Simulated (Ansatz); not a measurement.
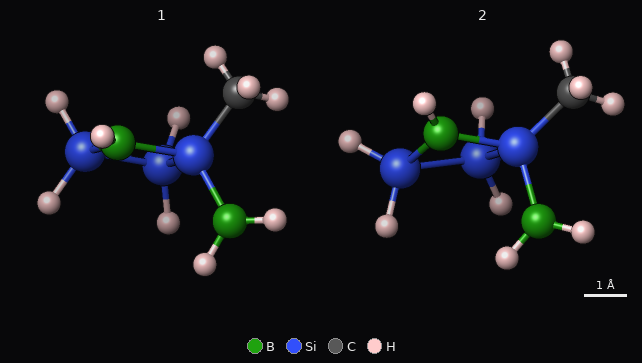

Two geometries of CH$_{10}$B$_{2}$Si$_{3}$, drawn at one scale. One is the start of a relaxation, the other its converged end. A ball-and-stick model, seen from a free direction.

The calculation used RKS B3LYP/STO-3G in Ansatz 0.2.0. Settings: no spin polarisation; force threshold 0.015 eV/Å; at most 40 steps.

**Which of the two is the end point?**

Structure 2 is the relaxed one. The run prepares an end point of a later path (torsion) calculation, from a guessed geometry. The largest move after the best rigid fit is that of an H atom, 1.17 Å. Largest moves by element: H 1.17 Å, Si 0.44 Å, C 0.37 Å, B 0.34 Å. Near-neighbour distances that change, for instance: Si–Si 2.205 → 2.292 Å, Si–Si 2.184 → 2.267 Å, B–Si 2.043 → 1.978 Å, H–Si 1.512 → 1.449 Å. Bond angles that change, for instance: Si–B–Si 87.2° → 100.0°, H–Si–H 120.1° → 107.6°, B–Si–Si 97.9° → 85.5°. Groups turn about B–Si by about 30°, Si–Si by about 25°. The energy falls by 1.078 eV in 15 accepted moves (16 points after the start). Largest force component: 3 eV/Å at the start, 0.0097 eV/Å at the end. The line search rejected the trial step at point 10 of the run.

Limits of the set-up: STO-3G is a minimal basis, so the numbers are rough.
